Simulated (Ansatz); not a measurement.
Three curves of one kind of scan: energy against volume (even scaling of the relaxed cell, symmetry kept). Computed with r2SCAN (plane waves to 500 eV, PAW, scalar-relativistic; Ansatz, a quantum-chemistry and plane-wave program). Each is measured from its own zero (the relaxed starting cell). 

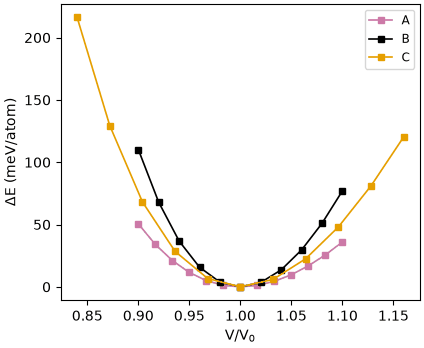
Figure: Curves A, B and C.

```
V/V₀   ΔE (meV/atom)
-----  -------------
0.900            110
0.940             37
0.980              4
1.020              4
1.060             30
1.100             77
```

### Question
Which curve does this table belong to?

### Answer
Curve B, which is AlRu (CsCl type). The others: A is MgSe (rock salt); C is NiO (rock salt).

AlRu is run without spin polarisation. All were relaxed with their symmetry unable to fall. NiO is run spin-polarised and with no Hubbard U; the real compound is an antiferromagnetic insulator, a state that this run doesn't describe. Relaxed NiO ends ferromagnetic. The magnetic order is the one the run started from; other orders were not tried. (This holds for the magnetic or f-shell members.)

(Under strain, the slope of the energy per volume gives the stress and its curvature an elastic modulus.)
